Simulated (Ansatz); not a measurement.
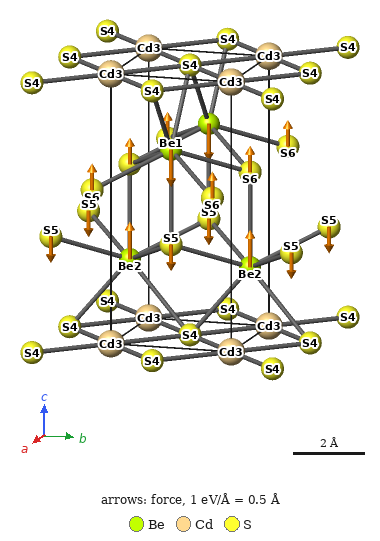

Starting geometry of crystalline Be$_{2}$CdS$_{3}$ (a generated structure, set up in P-4m2) (coarse preliminary run) with the computed forces as orange arrows. A ball-and-stick model of the cell of the calculation, seen slightly off an axis.

All numbers below come from DFT PBE, scalar-relativistic, plane waves, PAW (Ansatz).

Input
```yaml
crystal:
  lattice:
    - [3.59125385, 0.0, 0.0]
    - [0.0, 3.59125385, 0.0]
    - [0.0, 0.0, 7.87070281]
  atoms:
    - { symbol: Be, position: [0.0, 0.5, 0.73400003] }
    - { symbol: Be, position: [0.5, 0.0, 0.26599997] }
    - { symbol: Cd, position: [0.0, 0.0, 0.0] }
    - { symbol: S, position: [0.5, 0.5, 0.0] }
    - { symbol: S, position: [0.0, 0.5, 0.382] }
    - { symbol: S, position: [0.5, 0.0, 0.618] }
basis:
  ecutwfc: 420
kpoints:
  mp_grid: { grid: [6, 6, 2] }
hamiltonian:
  xc: pbe
scf:
  occupations: { method: gaussian, width: 0.1 }
  lower_state_search: "off"
output:
  forces: true
  stress: true
  eigenvalues: true
relax:
  adjacent_minimum: "off"
  f_tol: 0.04
  max_steps: 70
  cell: { stress_tol: 0.4 }
```

Command:
```bash
ansatz run input.yaml --threads 1 --pin off --max-ram 2560MiB --backend cpu --events-out ev --progress --plain --runs-dir out
```

### Is this structure relaxed? If not, where do the atoms go?

It isn't relaxed: the largest force vector, on Be atoms, is 2.19 eV/Å. The final displacements follow the starting forces only in part (cosine between the two patterns 0.81). The largest moves relative to the cell, 1.75 Å, are those of Be1 and Be2. Be1 goes along −c. Largest moves by element: Be 1.75 Å, S 0.03 Å. Cd stays in place. Cell: a = b 3.591 → 3.461 Å (−3.6 %), c 7.871 → 10.838 Å (+37.7 %). Volume +27.9 %. Among the contacts that change: Be1–S4 2.758 → 4.943 Å, Be1–S5 2.770 → 2.040 Å, Be1–S6 2.699 → 2.491 Å, Cd3–S4 2.539 → 2.447 Å. The space group stays P-4m2 (No. 115). After 14 accepted moves (16 points after the start) the energy has fallen by 722 meV per atom. Largest force component: 2.2 eV/Å at the start, 0.023 eV/Å at the end. Pressure: −4.24 GPa at the start and −0.01 GPa at the end. The SCF was repeated twice at an unchanged geometry on a basis and grid sized afresh for the cell, which shifted the energy by 6.1 meV per atom at most. The run took 61 s on 1 thread of Intel(R) Xeon(R) Platinum 8488C (Sapphire Rapids), on a shared host, peak memory 0.44 GiB.

Limits of the set-up: the k-point mesh is coarse for a cell with partly filled bands.
